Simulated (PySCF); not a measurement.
# C5H5BF2O2: the cost of one run

Programs: PySCF 2.14.0, with routines of our own; each step states its level. All values are computed. Atoms count from 0.

## (1) The starting structure

15 atoms, charge 0, multiplicity 1; geometry from: GFN2-xTB.

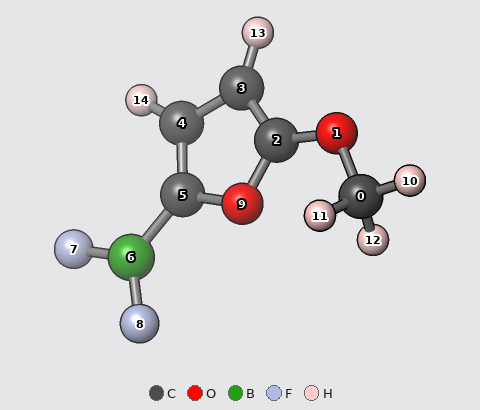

The starting geometry (carbon dark grey, oxygen red, boron green, fluorine light blue, hydrogen pink).

## (2) Optimising the geometry at PBE0-D3(BJ)/def2-SVP

The job: settings as JSON, then the geometry in Å.

```
{"job": {"xc": "PBE0", "basis": "def2-SVP", "d3": "d3bj", "grid": 2, "kind": "geom"}, "charge": 0, "multiplicity": 1}
C     -2.581323     0.712839     0.285727
O     -2.017934    -0.576544     0.100765
C     -0.690934    -0.633587     0.038432
C      0.104663    -1.744139    -0.132472
C      1.418240    -1.258487    -0.127595
C      1.363390     0.111917     0.044325
B      2.473531     1.151352     0.126333
F      3.749988     0.810068     0.031361
F      2.262183     2.445590     0.294704
O      0.037048     0.475445     0.145137
H     -3.657974     0.562220     0.310823
H     -2.240012     1.155777     1.224442
H     -2.312544     1.377216    -0.538996
H     -0.230459    -2.752599    -0.242821
H      2.317723    -1.829080    -0.236765
```

On the command line:

```sh
OMP_NUM_THREADS=1 python excited_run.py task.json out
```

This one command runs all jobs of the session in turn.

**Question.** How long does this first job take on 1 thread of Arm Neoverse V1, shared host, and how much memory does it need?

About 2.2 min, with a peak of 0.78 GiB.
